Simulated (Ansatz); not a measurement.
# NbSi2: valence-band photoemission

Aim: the valence spectrum of NbSi2 from He I to hard X-rays, and which orbitals make each feature.

Calculated with Ansatz 0.2.0; DFT, PBE, plane-wave PAW, default files, scalar-relativistic, in the first sound run; inputs show where later runs differ.

## Step 1: The structure

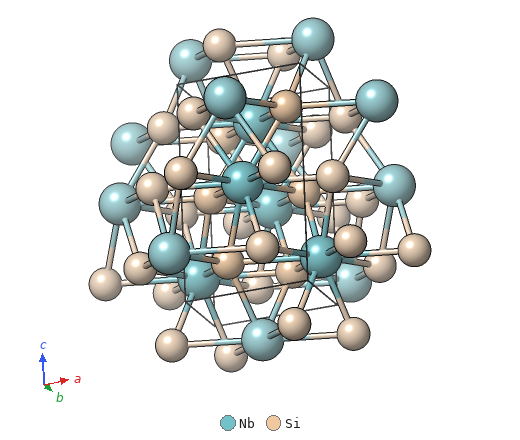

The starting structure, seen from a free direction (niobium teal, silicon light orange). Some periodic images of atoms are drawn too.

Coordinates:

```cif
data_structure
_symmetry_space_group_name_H-M 'P6_222'
_symmetry_Int_Tables_number 180
_cell_length_a 4.8190
_cell_length_b 4.8190
_cell_length_c 6.5920
_cell_angle_alpha 90.000
_cell_angle_beta 90.000
_cell_angle_gamma 120.000
_cell_volume 132.58
loop_
_atom_site_label
_atom_site_type_symbol
_atom_site_symmetry_multiplicity
_atom_site_Wyckoff_symbol
_atom_site_fract_x
_atom_site_fract_y
_atom_site_fract_z
_atom_site_occupancy
Nb1 Nb 3 d 0.00000 0.50000 0.16667 1
Si1 Si 6 j 0.31980 0.15990 0.16667 1
```

## Step 2: The base run

First the ground state, then the DOS by atom and shell, which the cross sections turn into spectra. The DOS is taken on a denser mesh than the density.

The input, input.yaml:

```yaml
crystal:
  lattice:
    - [4.819, 0.0, 0.0]
    - [-2.4095, 4.1733764208, 0.0]
    - [0.0, 0.0, 6.592]
  atoms:
    - { symbol: Nb, position: [0.0, 0.5, 0.1666666667] }
    - { symbol: Nb, position: [0.5, 0.5, 0.8333333333] }
    - { symbol: Nb, position: [0.5, 0.0, 0.5] }
    - { symbol: Si, position: [0.3198, 0.1599, 0.1666666667] }
    - { symbol: Si, position: [0.1599, 0.8401, 0.8333333333] }
    - { symbol: Si, position: [0.8401, 0.6802, 0.5] }
    - { symbol: Si, position: [0.6802, 0.8401, 0.1666666667] }
    - { symbol: Si, position: [0.8401, 0.1599, 0.8333333333] }
    - { symbol: Si, position: [0.1599, 0.3198, 0.5] }
kpoints:
  mp_grid: { grid: [12, 12, 6] }
  band_path:
    path:
      - [[0.0, 0.0, 0.0], [0.5, 0.0, 0.0], [0.333333, 0.333333, 0.0], [0.0, 0.0, 0.0], [0.0, 0.0, 0.5], [0.5, 0.0, 0.5], [0.333333, 0.333333, 0.5], [0.0, 0.0, 0.5]]
      - [[0.5, 0.0, 0.5], [0.5, 0.0, 0.0]]
      - [[0.333333, 0.333333, 0.5], [0.333333, 0.333333, 0.0]]
    npoints: 10
scf:
  occupations: { method: fermi_dirac, width: 0.05 }
  n_extra_bands: 22
hamiltonian:
  xc: pbe
  pseudopotentials: { kind: paw }
output:
  forces: true
  stress: true
  dos:
    projected: true
    de: 0.05
    e_range: [-30, 12]
    nscf_kmesh: { grid: [12, 12, 8] }
  fatbands: true
  write_density: true
  write_potential: true
  elf: true
  volumetric_format: npy
```

The run is started by

```sh
$ ansatz run input.yaml --threads 2 --pin off --max-ram 4096MiB --backend cpu --events-out ev --progress --plain --runs-dir out
```

Numbers of over 12 decimals in the logs are rounded to 6 here.

Output:

```text
scf.n_extra_bands = 22 over 32 filled bands (N_el = 63.0): the run solves 54 bands
Engine: ansatz 0.2.0, aarch64-unknown-linux-gnu
Pseudopotentials: kind: paw
Pseudopotential: Nb, paw, valence charge 13, recommended cutoff 420 eV (normal), Nb.paw.azcp
Pseudopotential: Si, paw, valence charge 4, recommended cutoff 420 eV (normal), Si.paw.azcp
Functional definition: PBE
  parameter kappa = 0.804
  parameter beta = 0.066725
  exchange = pbe_x(kappa = kappa, mu = beta*pi^2/3)
  correlation = pbe_c(beta = beta)
Crystal: 9 atoms, lattice volume = 132.575 Å³
Basis set: ecut = 420 eV, 2555 PW (Γ), exchange–correlation on 72×72×90 points (8 copies of the dense FFT grid, shifted against one another)
Bands: 54, of which v1, the nominal top of the filled ones, is band 32 counted from 1 (31 counted from 0)
Symmetry: 12 space group operations
Space group: P6222 (ITA 180), of the structure as read, at distance tolerance 5.1e-5 Å
k-points: 76 of 864 (time reversal used)
Non-local potential: Nb, projectors of the file, l = 0: 3, l = 1: 2, l = 2: 2, l = 3: 1
Non-local potential: Si, projectors of the file, l = 0: 2, l = 1: 2, l = 2: 2
PAW form: soft (Blöchl's): semilocal exchange-correlation on the pseudo side does not see the compensation charge
PAW one-centre angular grid: Nb, 590 points (default); XC on 64 Gauss nodes
PAW one-centre angular grid: Si, 110 points (default); XC on 64 Gauss nodes
Initial density: superposition of atomic densities (neutral atoms: chi_scale 0, normalization atom), corrected by the library's trained network
Initial wavefunctions: pseudopotential atomic-orbital guess
Functional: x = pbe(κ = 0.804, μ = 0.219515), c = pbe(β = 0.066725)
SCF iter   1: F=—  HF=-17476.737810 eV  |F-HF|=—  |Δ(HF+E_count)|=         —  Δρ=4.12e-3  dr2=1.22e-2  ethr=1.77e-3  ⟨swp⟩=5.1  Hψ=17486  notcnv=0  defer=467
preconditioner: auto → Kerker (q_TF=auto, 2.410 Å⁻¹)  [metal: Δε(μ)=0.027 eV  Ē_g=9.078 eV  σ=0.050 eV  W_gap=0.14  n_scr=22 (ndim 8)  ℏωp=20.1 eV  f_vac=0.000  D(μ)=3.79/eV (n_scr^D=22)]
SCF iter   2: F=—  HF=-17476.739237 eV  |F-HF|=—  |Δ(HF+E_count)|=   1.43e-3  Δρ=2.40e-3  dr2=4.41e-3  ethr=1.93e-5  ⟨swp⟩=1.0  Hψ=4788  notcnv=0  defer=792
SCF iter   3: F=—  HF=-17476.739901 eV  |F-HF|=—  |Δ(HF+E_count)|=   6.64e-4  Δρ=2.09e-4  dr2=6.45e-5  ethr=7.00e-6  ⟨swp⟩=2.6  Hψ=4448  notcnv=0  defer=792
SCF iter   4: F=—  HF=-17476.739864 eV  |F-HF|=—  |Δ(HF+E_count)|=   3.65e-5  Δρ=7.17e-5  dr2=6.55e-6  ethr=1.02e-7  ⟨swp⟩=2.3  Hψ=4502  notcnv=0  defer=792
SCF iter   5: F=—  HF=-17476.739864 eV  |F-HF|=—  |Δ(HF+E_count)|=   1.51e-7  Δρ=9.69e-6  dr2=1.28e-7  ethr=1.04e-8  ⟨swp⟩=2.1  Hψ=4380  notcnv=0  defer=792
SCF iter   6: F=-17476.739864 eV  HF=-17476.739864 eV  |F-HF|=2.95e-10  |Δ(HF+E_count)|=   2.01e-9  Δρ=1.79e-6  dr2=3.45e-9  ethr=1.59e-10  ⟨swp⟩=13.5  Hψ=26247  notcnv=0
SCF 1 converged in 6 iterations: F = -17476.739864 eV  dr2 = 3.45e-9
  greatest PAW one-centre occupation: 0.998 electrons in one spin orbital (limit 2), on the Nb atom at site 2 (counted from 0), in its partial waves of l = 0
NSCF: frozen V_eff on 93 k-points
NSCF: frozen V_eff on 95 k-points
SCF converged after 6 iterations
Free energy (F): -17476.739864 eV
Harris-Foulkes:  -17476.739864 eV  (|F-HF|=2.95e-10)
Internal energy: -17476.708650 eV  (E = F + TS)
E sigma→0 (E₀):  -17476.724257 eV
Entropy (-TS):   -0.031214 eV (-3.468 meV/atom)
Fermi energy:    14.347699 eV
--- Per-component energies (eV) ---
  E_band       = -154.307423
  E_kinetic    = 1441.714001
  E_local      = -2815.868370  (includes V_loc(G=0)·N_el)
  E_nonlocal   = 508.546918
  E_hartree    = 990.069675
  E_xc         = -867.836332
  E_vxc        = -933.228878  (∫ρ·V_xc dr)
  E_paw        = -12295.390988  (= ΣΔE_a)
  E_vpaw       = -335.609224  (= ΣTr[D̂ρ^β])
  E_aug_tail   = 0.000062  (compensation charges beyond the density's cutoff)
  E_ewald      = -4437.943616
  E_smearing   = -0.031214  (= −TS)
  E_closure    = -0.000000  (closes the sum)
  Σ components = -17476.739864   (vs F -17476.739864, Δ=0.00e0)
--- Forces (eV/Å), atoms counted from 1 ---
  atom   1  Nb     0.00000000     0.00000000     0.00000000
  atom   2  Nb     0.00000000    -0.00000000     0.00000000
  atom   3  Nb     0.00000000     0.00000000     0.00000000
  atom   4  Si    -0.06827684    -0.03941965     0.00000000
  atom   5  Si    -0.06827684     0.03941965     0.00000000
  atom   6  Si     0.00000000     0.07883931    -0.00000000
  atom   7  Si     0.06827684     0.03941965     0.00000000
  atom   8  Si     0.06827684    -0.03941965     0.00000000
  atom   9  Si    -0.00000000    -0.07883931     0.00000000
  max |Σ_I F_I| component: 1.11e-16 eV/Å
--- Stress (GPa, compression-positive) ---
       -0.359799      -0.000000       0.000000
        0.000000      -0.359799       0.000000
        0.000000       0.000000       1.390760
  P = ⅓ Tr σ = 0.2237 GPa (2.237 kbar)
--- Band table (eV; the first three rows and the last of 76) ---
  k-point 0: bands = [... 28 lower, 12.2017, 12.3973, 12.3973, 13.2717, 15.1199, 17.4877, 17.5597, 17.6086, ... 18 higher]
  k-point 1: bands = [... 28 lower, 12.4750, 12.5222, 12.8824, 13.2215, 15.3714, 17.2856, 17.5729, 17.6070, ... 18 higher]
  k-point 2: bands = [... 28 lower, 12.7148, 12.7157, 13.1025, 14.1783, 15.6953, 17.0168, 17.4630, 17.6194, ... 18 higher]
  k-point 75: bands = [... 28 lower, 13.6040, 13.6040, 14.1927, 14.1927, 15.1554, 16.3182, 16.4817, 16.4817, ... 18 higher]
```

It took 95 s on 2 threads of Arm Neoverse V2, shared host; peak memory 0.78 GiB.

Numbers from this step:

* free energy: -17476.7399 eV
* energy at zero smearing: -17476.7243 eV
* smearing term TS: 0.03121 eV
* Fermi energy: 14.35 eV
* symmetry operations: 12
* pressure: 0.2237 GPa
* zero of energy: Fermi level
* share of occupied states in no projected shell: 0.0138 of the occupied states in the window
* DOS at the Fermi level: 3.770 states/eV/cell

Electronic bands along the path, in eV, zero at the Fermi level; # counts the bands kept:

```tsv
point	#17	#18	#19	#20	#21	#22	#23	#24
Γ	-2.14	-1.95	-1.95	-1.07	0.78	3.14	3.22	3.27
M	-1.02	-0.69	-0.10	0.03	0.75	1.20	1.52	2.01
K	-1.55	-1.55	0.35	0.35	0.43	2.05	2.05	2.11
Γ	-2.14	-1.95	-1.95	-1.07	0.78	3.14	3.22	3.27
A	-1.52	-1.42	-1.42	0.97	0.97	2.73	2.73	3.18
L	-1.80	-1.63	-0.62	-0.27	1.40	1.77	2.27	2.35
H	-0.74	-0.74	-0.15	-0.15	0.81	1.98	2.14	2.14
A	-1.52	-1.42	-1.42	0.97	0.97	2.73	2.73	3.18
jump to L	-1.80	-1.63	-0.62	-0.27	1.40	1.77	2.27	2.35
M	-1.02	-0.69	-0.10	0.03	0.75	1.20	1.52	2.01
jump to H	-0.74	-0.74	-0.15	-0.15	0.81	1.98	2.14	2.14
K	-1.55	-1.55	0.35	0.35	0.43	2.05	2.05	2.11
```

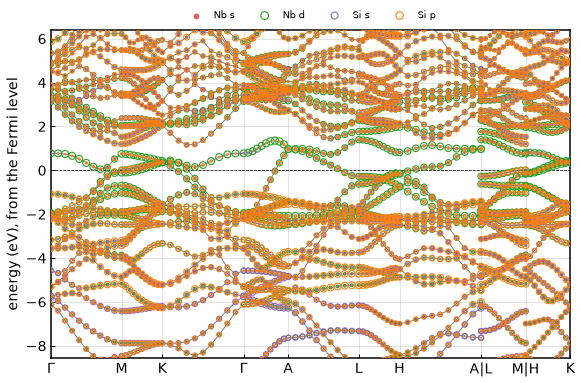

Electronic bands along the path; dots are coloured as in the legend, and their area grows with the weight.

The DOS has structure finer than the step of the table below, so its rows give means over 2 eV, whole bins alone (the curve runs from -14.1 to 7.38 eV). Peaks (eV: height): total -2.4: 11.0, -2.1: 14.1, -1.9: 13.8, 3.7: 9.37; Nb 4d -2.4: 5.09, -2.1: 7.47, -1.9: 7.47, 2.1: 4.59; Si 3p -5.2: 3.78, -2.4: 4.98, -2.1: 5.78, -1.9: 5.59; Si 3s -8.4: 1.73, -7.3: 1.56, -6.7: 1.71, 3.3: 1.30; Nb 5s 3.7: 0.656, 4.4: 0.496, 5.5: 0.553, 6.4: 0.710.

* holds the states left over by the projection beside any projected weight of its own. The DOS by E, zero at the Fermi level; means over each step; values in states/eV/cell:

```tsv
E (eV)	total	Nb 4d	Si 3p	Si 3s	Nb 5s	Nb 5p*
-12	0.715	0.0182	0.122	0.365	0.199	0.0106
-10	1.80	0.195	0.528	0.906	0.136	0.0397
-8	2.21	0.465	0.653	0.971	0.0881	0.0325
-6	2.41	0.553	1.08	0.623	0.121	0.0386
-4	3.60	1.07	1.93	0.359	0.159	0.0752
-2	7.54	3.80	3.13	0.310	0.0693	0.226
0	2.55	1.83	0.508	0.0971	0.0107	0.105
2	4.97	2.50	1.37	0.661	0.118	0.319
4	6.59	2.46	2.01	0.867	0.410	0.840
6	5.52	1.10	2.43	0.373	0.392	1.23
```

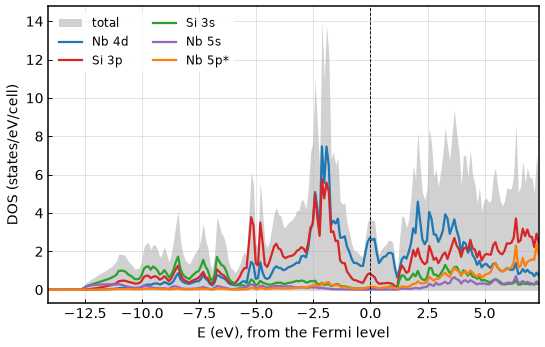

DOS against E.

Sums over each group's atoms; a table of it gives point samples, which can step over narrow peaks. Table of DOS of the group by E, zero at the Fermi level; values in states/eV:

```tsv
E (eV)	Nb1: Nb 4d	Si4: Si 3p	Si4: Si 3s	Nb1: Nb 5s
-14	0	0	0	0
-12	0.00926	0.0870	0.360	0.258
-10	0.167	0.514	0.841	0.138
-8	0.337	0.440	0.640	0.0479
-6	0.264	0.384	0.356	0.0422
-4	1.14	2.14	0.355	0.191
-2	6.69	5.30	0.299	0.0771
0	2.61	0.784	0.102	0.0131
2	3.46	1.91	0.795	0.0777
4	2.37	2.01	0.899	0.439
6	1.06	2.30	0.297	0.344
```

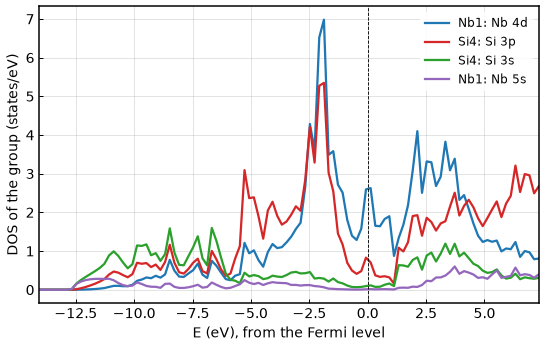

DOS of the group, plotted against E.

This run's widths, added to any smearing of the DOS itself: Gaussian 0.2 eV, Lorentzian 0.05 eV plus 0.05 an eV of depth. Intensity against binding energy, zero at the Fermi level; values in % of the maximum within 13 eV:

```tsv
binding energy (eV)	21.2 eV	60 eV	1486.7 eV	5950 eV
0	22.5	17.9	21.6	21.3
2	98.3	98.8	98.6	99.3
4	20.1	31.9	27.2	46.4
6	7.39	15.1	15.8	39.0
8	7.89	18.4	21.1	57.6
10	4.10	15.7	18.1	58.1
12	-	5.70	7.67	30.7
14	-	0.589	0.717	2.46
```

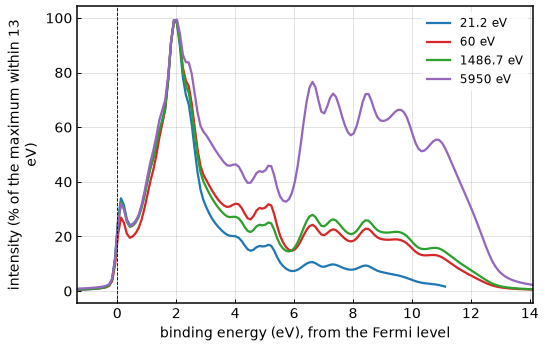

Intensity, plotted against binding energy.

Maxima picked by a test of local sharpness, so broad peaks and shoulders can be missing; peaks within 0.45 eV of a curve's cut are left out. Valence peaks, by row:

```tsv
photon energy (eV)	binding energy (eV)	height (% of the maximum within 13 eV)	main shell	its share (%)
21.2	8.45	9.382	Nb 4d	85.45
21.2	7.3	9.8	Nb 4d	86.5
21.2	6.6	10.66	Nb 4d	86.7
21.2	5.15	17.04	Nb 4d	89.99
21.2	1.95	100	Nb 4d	96.82
21.2	0.15	34.46	Nb 4d	98.42
60	8.45	22.95	Si 3s	51.62
60	7.35	22.63	Si 3s	52.56
60	6.6	24.28	Si 3s	50.88
60	5.15	32	Si 3p	55.6
60	4.05	32.07	Si 3p	51.1
60	1.95	100	Nb 4d	58.94
60	0.15	27.31	Nb 4d	75.62
1487	10.75	15.85	Si 3s	78.3
1487	8.45	26.05	Si 3s	64.69
1487	7.35	26.29	Si 3s	64.36
1487	6.6	27.95	Si 3s	62.88
1487	5.15	25.28	Nb 4d	53.64
1487	1.95	100	Nb 4d	85.63
1487	0.15	33.05	Nb 4d	90.76
5950	10.85	55.56	Si 3s	79.63
5950	9.6	66.46	Si 3s	84.73
5950	8.5	72.53	Si 3s	82.94
5950	7.35	72.36	Si 3s	83.53
5950	6.65	76.63	Si 3s	82.01
5950	5.15	46.24	Si 3s	49.98
5950	4.8	43.97	Si 3s	50.45
5950	4	46.45	Si 3s	45.8
5950	2	100	Nb 4d	70.39
5950	0.15	32.48	Nb 4d	76.54
```

Shapes are the site's partial DOS without matrix elements, which overweights lines from ligand s bands. Intensity against emission energy less the core level's binding energy, zero at the Fermi level; read off at these points; values in % of the unpolarised maximum:

```tsv
emission energy less the core level's binding energy (eV)	Nb L-beta2	Si K-beta	Si K-beta, E along x	Si K-beta, E along y	Si K-beta, E along z	Si L2,3
-14.0	1.85	1.11	1.07	1.07	1.19	3.04
-13.0	2.54	2.01	1.93	1.93	2.16	9.27
-12.0	3.80	4.95	4.76	4.76	5.33	36.1
-11.0	6.08	10.4	9.66	9.66	11.8	70.3
-10.0	9.61	15.3	13.7	13.7	18.5	85.1
-9.0	14.0	19.3	18.1	18.1	21.9	94.8
-8.0	17.7	20.1	19.1	19.1	22.1	91.2
-7.0	21.0	21.8	21.8	21.8	22.0	99.9
-6.0	25.5	29.2	31.0	31.0	25.6	58.3
-5.0	34.7	54.2	56.0	56.0	50.7	37.5
-4.0	48.8	58.3	59.7	59.7	55.6	36.4
-3.0	75.5	73.0	72.5	72.5	74.1	43.5
-2.1	99.4	99.8	97.6	97.6	104	33.5
-2.0	99.9	98.8	97.2	97.2	102	31.9
-1.0	77.6	44.2	46.8	46.8	38.9	16.8
0.0	42.9	14.7	15.8	15.8	11.7	5.34
1.0	18.8	3.97	4.11	4.11	3.56	0.747
```

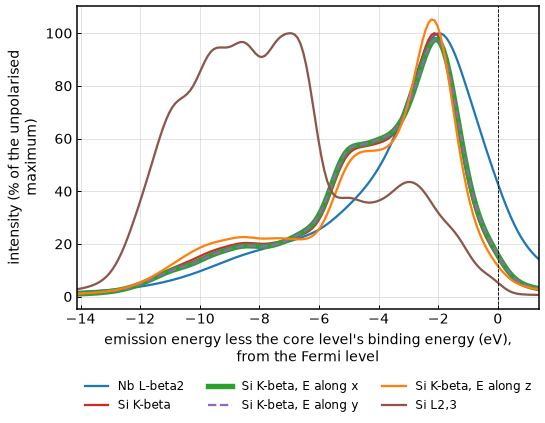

Intensity against emission energy less the core level's binding energy.

Window up to 7.4 eV. Shell moments, by row:

```tsv
element	shell	occupied states an atom	centre of occupied part (eV)	rms width of occupied part (eV)	centre up to the window's top (eV)	rms width up to the window's top (eV)
Nb	5s	0.5171	-7.653	3.412	-0.6222	6.682
Nb	5p*	0.3102	-3.79	3.015	3.823	3.659
Nb	4d	4.645	-3.034	2.34	0.135	3.753
Si	3s	1.192	-7.557	2.859	-3.494	5.952
Si	3p	2.58	-4.181	2.689	-0.1708	4.945
```

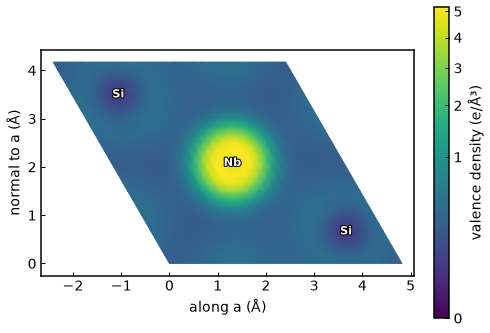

Valence density in the ab plane at fractional z = 0.167, with atoms of Nb and Si within 0.2 Å of it. It is the smooth field of the valence electrons, not physical close to the nuclei. The map starts off the cell's origin, so that atoms lie inside it. The colour scale is stretched toward low values.

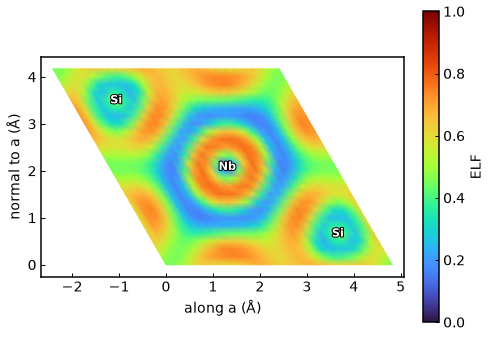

ELF in the ab plane at fractional z = 0.167, with atoms of Nb and Si within 0.2 Å of it. It is the smooth field of the valence electrons, not physical close to the nuclei. The map starts off the cell's origin, so that atoms lie inside it.

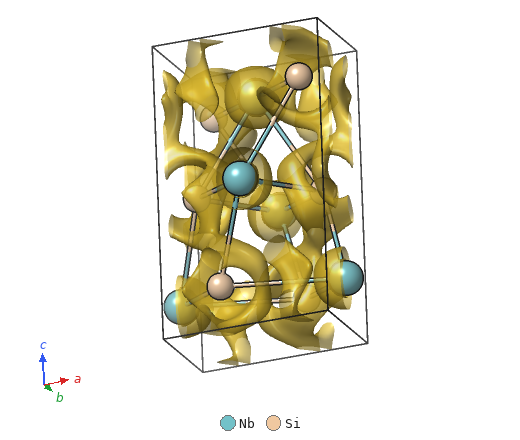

Surface of ELF = 0.7.

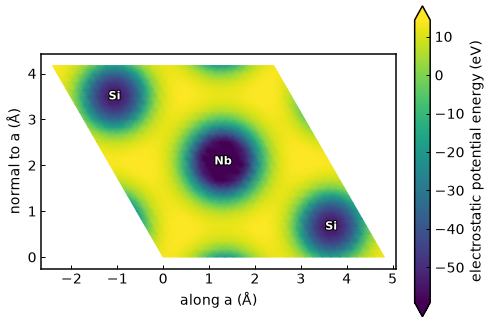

Electrostatic potential energy in the ab plane at fractional z = 0.167, with atoms of Nb and Si within 0.2 Å of it. With pseudopotentials it is smooth inside the atoms' cores, unlike the true potential. The map starts off the cell's origin, so that atoms lie inside it.

The spectra weight each projected shell by its atomic cross section (Dirac–Hartree–Slater) and angular factor, for linear light with the analyser at 10° from the polarisation. Broadening, on top of any smearing of the DOS itself: a Gaussian of 0.2 eV and a Lorentzian of 0.05 eV plus 0.05 times the binding energy (full widths), Fermi edge at 77 K. Curves are cut 10 eV under the photon energy, above any shell that the free atom's threshold puts out of reach, or at the lower edge of the window: 11.2 eV at 21.2 eV, 14.2 eV at 60 eV, 14.2 eV at 1486.7 eV and 14.2 eV at 5950 eV. A star in tables and legends marks shells that hold the states left over by the projection (1.4 % of the filled ones), a stand-in for orbitals that the files don't project on. Dipole terms alone, which is rough above 3 keV; no background, satellites or final-state effects.

How the area divides among the shells (%):

```tsv
shell	21.2 eV	60 eV	1486.7 eV	5950 eV
Nb 5s	0.1	0.8	2.6	10.7
Nb 4d	93.8	40.3	56.8	24.7
Si 3s	2.3	23.4	32.3	60.7
Si 3p	3.6	35.4	7.8	2.9
```

At the Fermi level the DOS is 3.77 states/eV a cell, and on the broadened curves Nb 4d holds 71 % of the total there.

[end of part 1 of 3]

[Logs are printed without paths, hosts, clocks, repeated set-up lines and the standing remarks that a program may print on its own settings, such as how far it seeks lower states.]

[Hosts, paths, dates, database ids (printed as entryN), source tags and the programs' standing remarks are cut or masked in the printed files.]

[Maps of the electrostatic potential energy from Ansatz leave out the sawtooth potential of an applied field or a dipole correction, so their vacuum need not be flat; work functions include it.]

[Peak lists hold at most the 14 tallest peaks of each spectrum; further lines can be left out.]
